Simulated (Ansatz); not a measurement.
# A hypothetical structure for TaH3, part 2 of 2

This structure for TaH3 is made up. Its elements were placed in a known structure type with a cell scaled to their sizes. What cell does the guess relax to, and how far off was it?

Ansatz 0.2.0; DFT, r2SCAN, plane-wave PAW, files of the set soft_1, scalar-relativistic, no spin, cell and ions relaxed at zero pressure; PAW set soft_1 (the session's first sound run).

So far: The structure; Relaxing cell and atoms. The relaxed cell has a = 2.973 Å (conventional setting).

## (3) Electronic structure of the relaxed cell

With the geometry fixed, one more self-consistent run, with a narrower smearing and the mesh shown in its input, gives the bands, and its pressure, and its forces where symmetry allows any, show how far the geometry depends on these settings.

This step: DFT, r2SCAN, plane-wave PAW, files of the set soft_1, scalar-relativistic, no spin, bands and density of states at the relaxed cell; PAW set soft_1 (Ansatz 0.2.0).

input.yaml

```yaml
crystal:
  lattice:
    - [2.9734718961, 0.0, 0.0]
    - [0.0, 2.9734718961, 0.0]
    - [0.0, 0.0, 2.9734718961]
  atoms:
    - { symbol: Ta, position: [0.0, 0.0, 0.0] }
    - { symbol: H, position: [0.5, 0.5, 0.0] }
    - { symbol: H, position: [0.5, 0.0, 0.5] }
    - { symbol: H, position: [0.0, 0.5, 0.5] }
kpoints:
  mp_grid: { grid: [10, 10, 10] }
  band_path:
    path:
      - [[0.0, 0.0, 0.0], [0.0, 0.5, 0.0], [0.5, 0.5, 0.0], [0.0, 0.0, 0.0], [0.5, 0.5, 0.5], [0.0, 0.5, 0.0]]
      - [[0.5, 0.5, 0.0], [0.5, 0.5, 0.5]]
    npoints: 13
scf:
  occupations: { method: fermi_dirac, width: 0.03 }
  n_extra_bands: 8
hamiltonian:
  xc: r2scan
  pseudopotentials: { kind: paw, azcp: { folder: soft_1 } }
output:
  forces: true
  stress: true
  write_bands: true
  dos: { projected: true }
  write_density: true
  write_potential: true
  elf: true
  volumetric_format: npy
```

Launch:

```
$ ansatz run input.yaml --threads 4 --pin off --max-ram 8192MiB --backend cpu --events-out ev --progress --plain --runs-dir out
```

Numbers of over 12 decimals in the logs are rounded to 6 here.

The program printed:

```text
[...]
Crystal: 4 atoms, lattice volume = 26.290 Å³
Basis set: ecut = 500 eV, 691 PW (Γ), exchange–correlation on 96×96×96 points (64 copies of the dense FFT grid, shifted against one another)
Bands: 16, of which v1, the nominal top of the filled ones, is band 8 counted from 1 (7 counted from 0)
Symmetry: 48 space group operations
[...]
k-points: 56 of 1000
[...]
SCF iter   1: F=—  HF=-9992.561842 eV  |F-HF|=—  |Δ(HF+E_count)|=         —  Δρ=7.23e-2  dr2=1.14e0  dr2_τ=5.11e-2  ethr=3.10e-3  ⟨swp⟩=6.0  Hψ=4321  notcnv=0
[...]
SCF iter   7: F=-9992.604881 eV  HF=-9992.604881 eV  |F-HF|=1.02e-9  |Δ(HF+E_count)|=   7.12e-8  Δρ=3.25e-6  dr2=1.94e-9  dr2_τ=2.15e-10  ethr=6.25e-10  ⟨swp⟩=13.0  Hψ=5235  notcnv=0
SCF 1 converged in 7 iterations: F = -9992.604881 eV  dr2 = 1.94e-9
[...]
NSCF: frozen V_eff on 80 k-points
SCF converged after 7 iterations
Free energy (F): -9992.604881 eV
[...]
Internal energy: -9992.601445 eV  (E = F + TS)
E sigma→0 (E₀):  -9992.603163 eV
Entropy (-TS):   -0.003436 eV (-0.859 meV/atom)
Fermi energy:    15.261022 eV
[...]
--- Stress (GPa, compression-positive) ---
        1.782509      -0.000000       0.000000
       -0.000000       1.782509       0.000000
        0.000000       0.000000       1.782509
  P = ⅓ Tr σ = 1.7825 GPa (17.825 kbar)
--- Band table (eV; the first three rows and the last of 56) ---
  k-point 0: bands = [... 4 lower, 1.5859, 8.9699, 8.9699, 18.4744, 18.4744, 18.4744, 21.1632, 21.1632, ... 4 higher]
  k-point 1: bands = [... 4 lower, 1.8171, 9.0070, 9.1274, 17.9343, 17.9343, 18.5035, 20.4480, 20.4736, ... 4 higher]
  k-point 2: bands = [... 4 lower, 2.4739, 8.9593, 9.5932, 16.8856, 16.8856, 18.5809, 18.8733, 19.4637, ... 4 higher]
  k-point 55: bands = [... 4 lower, 7.2652, 7.2652, 7.2652, 18.6171, 20.4236, 20.4236, 20.4236, 20.5033, ... 4 higher]
```

Wall time 1.3 s (4 threads of Intel Xeon Platinum 8375C at 2.90GHz (Ice Lake), shared host); peak memory 0.48 GiB.

Numbers from this step:

```
free energy             : -9992.6049 eV
energy at zero smearing : -9992.6032 eV
smearing term TS        : 0.003436 eV
Fermi energy            : 15.26 eV
pressure                : 1.783 GPa
```

bands.tsv at the labelled points (eV, zero at the Fermi level; the bands that come nearest the Fermi level along the path):

```
point  band 5  band 6  band 7  band 8  band 9  band 10  band 11  band 12
    Γ  -13.68   -6.29   -6.29    3.21    3.21     3.21     5.90     5.90
    X   -9.59   -8.73   -3.40   -0.75   -0.19    -0.19     3.53     5.41
    M   -9.08   -5.31   -5.31   -3.92    0.54     0.54     4.97     8.33
    Γ  -13.68   -6.29   -6.29    3.21    3.21     3.21     5.90     5.90
    R   -8.00   -8.00   -8.00    3.36    5.16     5.16     5.16     5.24
    X   -9.59   -8.73   -3.40   -0.75   -0.19    -0.19     3.53     5.41
    M   -9.08   -5.31   -5.31   -3.92    0.54     0.54     4.97     8.33
    R   -8.00   -8.00   -8.00    3.36    5.16     5.16     5.16     5.24
```

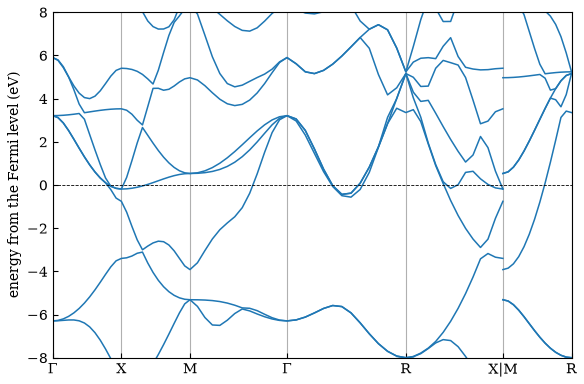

Bands along the path. 4 bands lie wholly below the window drawn.

States per cell as run, both spins, in windows of 1 eV, from dos.tsv (zero at the Fermi level):

| from | to | total |
| --- | --- | --- |
| -8 | -7 | 0.71 |
| -7 | -6 | 1.47 |
| -6 | -5 | 1.17 |
| -5 | -4 | 0.42 |
| -4 | -3 | 0.15 |
| -3 | -2 | 0.55 |
| -2 | -1 | 0.74 |
| -1 | 0 | 0.49 |
| 0 | 1 | 2.00 |
| 1 | 2 | 1.44 |
| 2 | 3 | 0.67 |
| 3 | 4 | 0.53 |
| 4 | 5 | 1.33 |
| 5 | 6 | 1.43 |

Below -8 eV lie 10.1 more states.

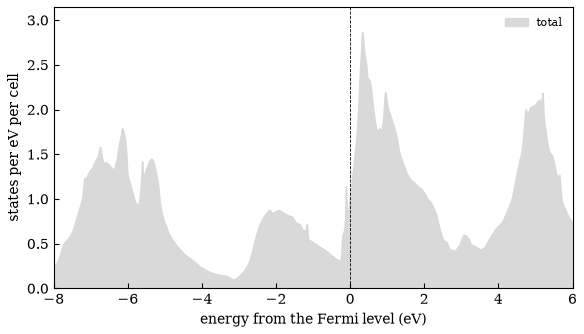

Total density of states, smoothed over about 0.04 eV.

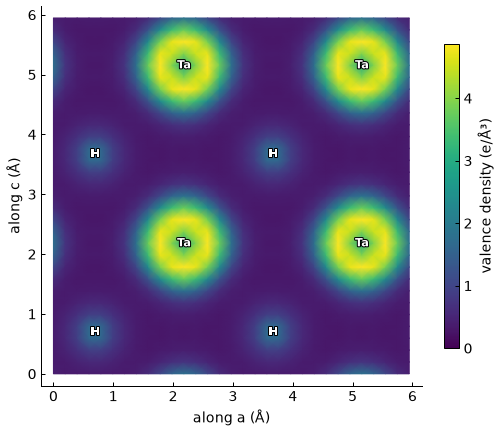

Valence density in the ac plane at fractional y = 0.000, with atoms of Ta and H within 0.2 Å of it. It is the smooth field of the valence electrons, not physical close to the nuclei. The map starts off the cell's origin, so that atoms lie inside it.

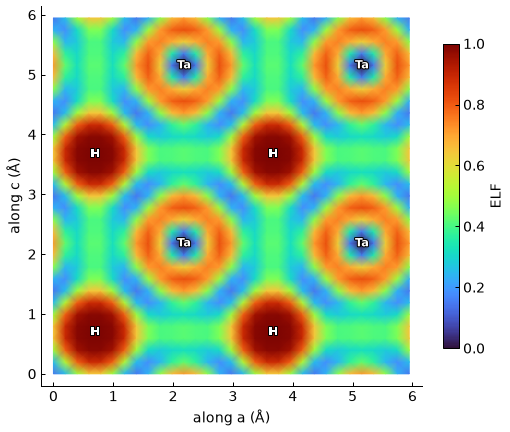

ELF in the ac plane at fractional y = 0.000, with atoms of Ta and H within 0.2 Å of it. It is the smooth field of the valence electrons, not physical close to the nuclei. The map starts off the cell's origin, so that atoms lie inside it.

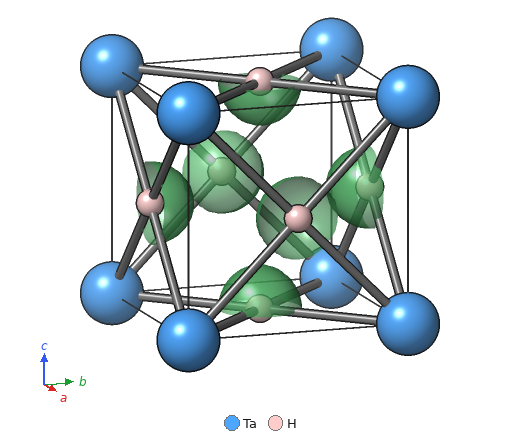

Surface of ELF = 0.85.

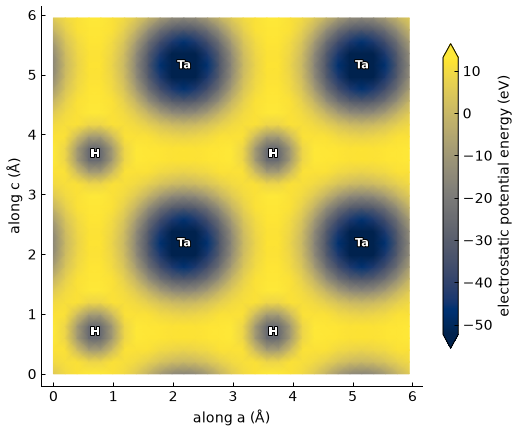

Electrostatic potential energy in the ac plane at fractional y = 0.000, with atoms of Ta and H within 0.2 Å of it. With pseudopotentials it is smooth inside the atoms' cores, unlike the true potential. The map starts off the cell's origin, so that atoms lie inside it.

## (4) Results

| Property | Result |
| --- | --- |
| space group, relaxed | Pm-3m |
| conventional cell | a = 2.973, b = 2.973, c = 2.973 Å; α = 90.0°, β = 90.0°, γ = 90.0° |
| volume per atom | 6.57 Å³ (guess 6.82) |

**Reading.** TaH3 relaxes to Pm-3m with a = 2.973, b = 2.973 and c = 2.973 Å. The guessed volume was 4 % too large. The space group Pm-3m was held in the relaxation, so the end point is a stationary structure within it and may be a saddle against distortions or other arrangements. Bands cross the Fermi level, so it is a metal or semimetal at this level. On the 10×10×10 mesh with the narrower smearing (relaxed on 9×9×9) the forces vanish, as symmetry may demand, and the largest stress component is 1.783 GPa, against the relaxation's thresholds of 0.015 eV/Å and 0.05 GPa. The cutoff wasn't tested. Spin-orbit coupling is left out, which can matter for elements this heavy. No dispersion term is used, so weakly bound directions may come out too long. The runs have no spin, and magnetism wasn't tested. Nothing here tests whether the compound is stable against decomposition.

[Logs are printed without paths, hosts, clocks, repeated set-up lines and the standing remarks that a program may print on its own settings, such as how far it seeks lower states.]

[Hosts, paths, dates, database ids (printed as entryN), source tags and the programs' standing remarks are cut or masked in the printed files.]
